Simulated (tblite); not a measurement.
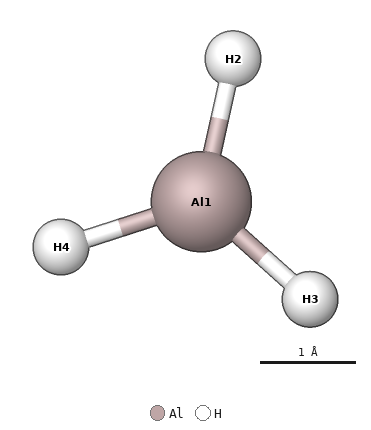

**Figure 1.** The structure as given in the input (ball-and-stick view, seen on its broad side; atoms are numbered from 1 in the order of the input). Sticks mark near contacts.

## AlH$_{3}$: frequency calculation

- system: AlH$_{3}$, SMILES [AlH3]
- method: GFN2-xTB harmonic vibrations, gas phase (tblite 0.8.0)

The input:
```
{"job": {"kind": "ir", "xc": "GFN2-xTB", "basis": "xTB"}, "charge": 0, "multiplicity": 1}
Al     0.004836     0.002182    -0.011008
H      1.551815    -0.138219    -0.024037
H     -0.889727    -1.266898     0.005813
H     -0.646456     1.412480    -0.016476
```

The first line tells a small driver script what to run in tblite; the rest is the geometry in Å.

Machine: 1 CPU thread, shared host.

Command:
```bash
OMP_NUM_THREADS=1 python <driver script> task.json out
```

Output:
```
mode    cm-1     km/mol
  1     765.3    226.45
  2     765.9    226.39
  3     767.8    227.44
  4    1733.0      0.96
  5    1761.2    390.81
  6    1763.5    389.88
ZPE 45.199  H(298)-E 55.827  G(298)-E -5.872 kJ/mol  S 206.94 J/(mol K)
```

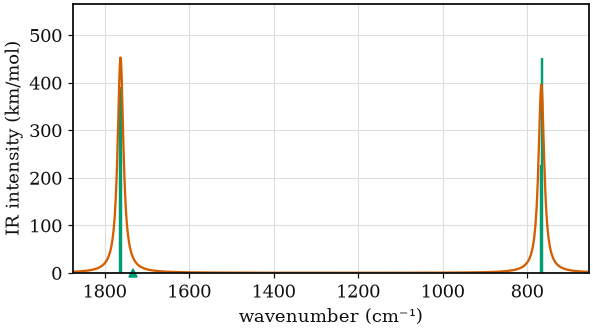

**Figure 2.** Harmonic infrared spectrum, unscaled: sticks (degenerate modes added up, dark ones marked on the axis) with a Lorentzian envelope of 16 cm⁻¹ full width, scaled to the tallest stick. 6 modes from 765 to 1764 cm⁻¹, none imaginary. The strongest line is at 766 cm⁻¹ (453 km/mol). All modes, in cm⁻¹ (km/mol): 765 (226), 766 (226), 768 (227), 1733 (1.0), 1761 (391), 1764 (390).

Key numbers:

- outcome: converged
- total energy: −70.4182 eV
- zero-point energy: 10.8030 kcal/mol
- peak memory: 0.19 GiB
